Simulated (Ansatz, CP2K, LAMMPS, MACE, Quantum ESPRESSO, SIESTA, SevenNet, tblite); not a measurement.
# Amorphous Ge (65 atoms) under volume change, by several methods

Aim: pressure against volume for amorphous Ge (65 atoms), with plane waves as the reference.

Results are calculated, not measured.

## 1. The cell

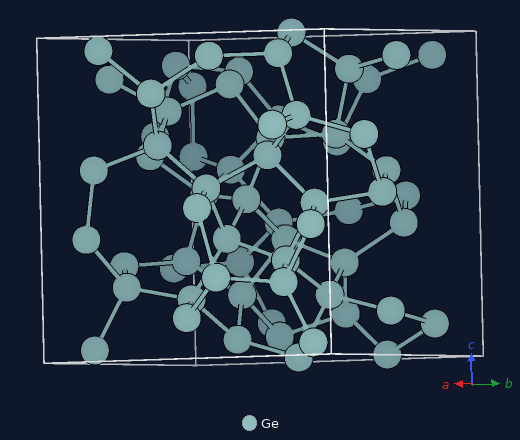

The cell (germanium teal). Some periodic images of atoms are drawn too.

The cell holds 65 atoms (65 Ge), with edges of 11.61, 11.61 and 11.61 Å. Recipe: 65 atoms (65 Ge) placed at random at 5.01 g/cm³, melted at 3500 K for 10 ps at fixed volume with the Tersoff potential (Tersoff, Phys. Rev. B 39, 5566 (1989)). Quenched from 3500 K to 700 K at 5 K/ps and fixed volume, held 5 ps, then minimised at fixed cell. Then the atoms were relaxed with MACE MP-0b3 medium in the fixed cell.

Bonds by pair of elements; cutoffs follow the first minimum of g(r), held within bounds set by covalent radii, and pairs that aren't listed don't count as bonded:

```csv
pair A-B,cutoff (Å),bonds,mean length (Å),spread (Å),shortest (Å),B about A,A about B
Ge-Ge,2.88,131,2.53,0.058,2.44,4.03,4.03
```

## 2. The reference input

Quantum ESPRESSO 7.5: Kohn-Sham DFT, PBE, SSSP efficiency 1.3.0 pseudopotentials, plane waves. Its input, pw.in, for the unchanged cell:

```
&control
  calculation = 'scf'
  pseudo_dir = './pseudo'
  outdir = './tmp'
  disk_io = 'none'
  tprnfor = .true.
  tstress = .true.
/
&system
  ibrav = 0
  nat = 65
  ntyp = 1
  ecutwfc = 45
  ecutrho = 360
  nosym = .true.
  occupations = 'smearing'
  smearing = 'fd'
  degauss = 0.003675
/
&electrons
  conv_thr = 3.3e-07
  electron_maxstep = 100
  mixing_beta = 0.2
  mixing_mode = 'local-TF'
  diagonalization = 'david'
/
ATOMIC_SPECIES
Ge 72.630 Ge.upf
CELL_PARAMETERS angstrom
11.61260 0.00000 0.00000
0.00000 11.61260 0.00000
0.00000 0.00000 11.61260
ATOMIC_POSITIONS crystal
Ge 0.50109 0.54158 0.68106
Ge 0.79697 0.30520 0.66257
Ge 0.14954 0.58695 0.67124
Ge 0.28582 0.32388 0.89275
[... 59 atom lines left out ...]
Ge 0.38243 0.24400 0.51420
Ge 0.25963 0.97144 0.09922
K_POINTS gamma
```

```console
$ OMP_NUM_THREADS=1 pw.x -in pw.in > output.txt
```

The job ended after 15 min (1 MPI rank of Arm Neoverse V1, shared host; peak memory 4.4 GiB).

It converged with an r.m.s. force component of 0.21 eV/Å and a pressure of 0.70 GPa.

## 3. Programs and settings

Every level solves the same cells as single points. CPU time is summed over a level's finished runs, on a host shared with the other runs, so it is rough; the force column is the median over cells of the r.m.s. difference of force components from the reference.

```
                level                      basis or training data  k-points  runs finished  CPU time  peak memory (GiB)  force difference (meV/Å)
              QE, PBE     plane waves, SSSP efficiency, 45/360 Ry         Γ         3 of 3    43 min                4.5                 reference
CP2K double zeta, PBE  DZVP-MOLOPT-SR, GTH-PBE potentials, 350 Ry         Γ         3 of 3   4.8 min                2.1                        26
CP2K triple zeta, PBE        TZVP-UZH, GTH-PBE potentials, 350 Ry         Γ         3 of 3   7.3 min                2.2                        28
      SIESTA DZP, PBE    DZP orbitals, shift 0.01 Ry, mesh 300 Ry         Γ         3 of 3    17 min                1.5                       113
      tblite GFN1-xTB  tight binding with its own dispersion term         Γ         3 of 3      20 s               0.16                       137
   MACE MP-0b3 medium          trained on PBE(+U) plane-wave data         -         3 of 3      21 s               0.83                       203
           SevenNet 0          trained on PBE(+U) plane-wave data         -         3 of 3      22 s               0.74                       211
```

The reference's own r.m.s. force component runs from 199 to 207 meV/Å over these cells. MACE MP-0b3 medium relaxed the atoms, so in the cells that it relaxed its own forces are small, and its entry isn't an independent test there.

## 4. Pressure against volume

The cell is scaled evenly, and at each volume MACE MP-0b3 medium relaxes the atoms again before the single points. The unchanged volume is 24.092 Å³ an atom. Pressures in GPa:

```csv
level,-3 %,0,+3 %
"QE, PBE",2.27,0.70,-0.74
"CP2K double zeta, PBE",3.39,1.69,0.23
"CP2K triple zeta, PBE",2.97,1.26,-0.21
"SIESTA DZP, PBE",4.55,2.69,1.15
tblite GFN1-xTB,3.33,1.21,-0.58
MACE MP-0b3 medium,0.70,-0.57,-1.67
SevenNet 0,1.54,0.09,-1.11
```

Energy less that of the unchanged cell at the same level, in meV an atom:

```
                level   -3 %   +3 %
              QE, PBE   6.62  -1.54
CP2K double zeta, PBE  10.03  -4.83
CP2K triple zeta, PBE   8.05  -2.77
      SIESTA DZP, PBE  10.57  -7.11
      tblite GFN1-xTB  11.54  -4.47
   MACE MP-0b3 medium   0.06   4.99
           SevenNet 0   3.58   1.84
```

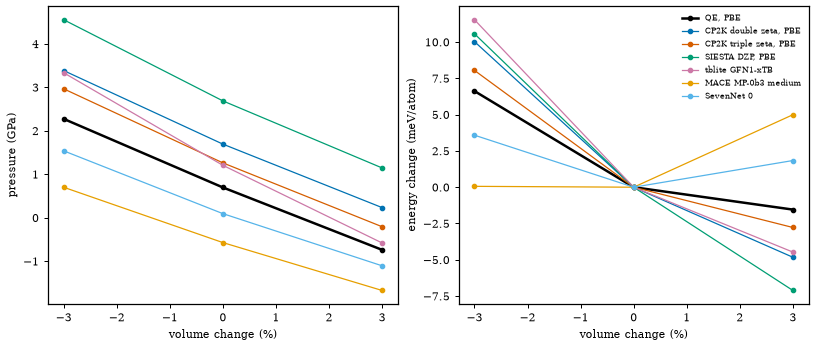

Pressure and energy against volume, by level.

## 5. Moduli

From the three volumes nearest the unchanged one: B from the slope of pressure against ln V and from the curvature of the energy, the pressure that the slope of the energy implies, and the volume change at which the printed pressure crosses zero (a dash if it doesn't within the range).

| level | B from pressures (GPa) | B from energies (GPa) | printed pressure (GPa) | pressure from energies (GPa) | zero pressure at (%) |
| --- | --- | --- | --- | --- | --- |
| QE, PBE | 50.2 | 37.5 | 0.70 | 0.91 | +1.4 |
| CP2K double zeta, PBE | 52.5 | 38.5 | 1.69 | 1.65 | - |
| CP2K triple zeta, PBE | 52.9 | 38.9 | 1.26 | 1.20 | +2.6 |
| SIESTA DZP, PBE | 56.8 | 25.5 | 2.69 | 1.96 | - |
| tblite GFN1-xTB | 65.2 | 52.2 | 1.21 | 1.77 | +2.0 |
| MACE MP-0b3 medium | 39.6 | 37.3 | -0.57 | -0.55 | -1.4 |
| SevenNet 0 | 44.1 | 40.1 | 0.09 | 0.19 | +0.2 |

As a check by hand on the reference: from -3 to +3 % the pressure falls by 3.01 GPa while ln V grows by 0.0600, a ratio of 50.2 GPa.

## 6. What came out

The plane-wave reference (PBE) gives a bulk modulus of 50.2 GPa from its pressures, at a volume where its pressure is 0.70 GPa; that pressure crosses zero at +1.4 %. Other programs at PBE: CP2K double zeta, PBE 52.5 GPa (+5 %), CP2K triple zeta, PBE 52.9 GPa (+5 %) and SIESTA DZP, PBE 56.8 GPa (+13 %); their pressures lie +0.57 to +1.99 GPa from the reference's. Learned potentials: MACE MP-0b3 medium 39.6 GPa (-21 %) and SevenNet 0 44.1 GPa (-12 %); their pressures lie -1.27 to -0.60 GPa from the reference's.

Tight binding: tblite GFN1-xTB 65.2 GPa (+30 %); its pressure lies +0.51 GPa from the reference's. The moduli are read at one volume but at unlike pressures, and a cell under tension is as a rule softer than one under compression. Moduli from the energies run from 26 to 52 GPa and part from those from pressures by as much as -55 % (SIESTA DZP, PBE); they rest on small differences of energy, and for levels other than MACE MP-0b3 medium they hold the work of leftover forces.

**Limits.** The atoms follow MACE MP-0b3 medium, not each level's own minimum, so these moduli only approach relaxed ones and hang on that choice. Three points at finite strain give rough moduli, at the given volume rather than at zero pressure. Pressures at a fixed plane-wave cutoff or in a small atom-centred basis hold some basis error. The quench rate of 5 K/ps is many orders above laboratory rates, so the cell is likely richer in defects and strain than a real sample. The reference samples only Γ, in a cell whose shortest periodic width is 12 Å. The reference isn't exact: its cutoffs and mesh weren't converged further here. SIESTA's automatically made basis is far from complete, and its potentials were converted by us (checked for H, C, O, Si, Ge and Ca alone). Spin–orbit coupling is left out. Where levels are smeared, the DFT runs use Fermi–Dirac occupations at 580 K (0.05 eV), and energies are free energies.

[Logs are printed without paths, hosts, clocks, repeated set-up lines and the standing remarks that a program may print on its own settings, such as how far it seeks lower states.]

[Hosts, paths, dates, database ids (printed as entryN), source tags and the programs' standing remarks are cut or masked in the printed files.]
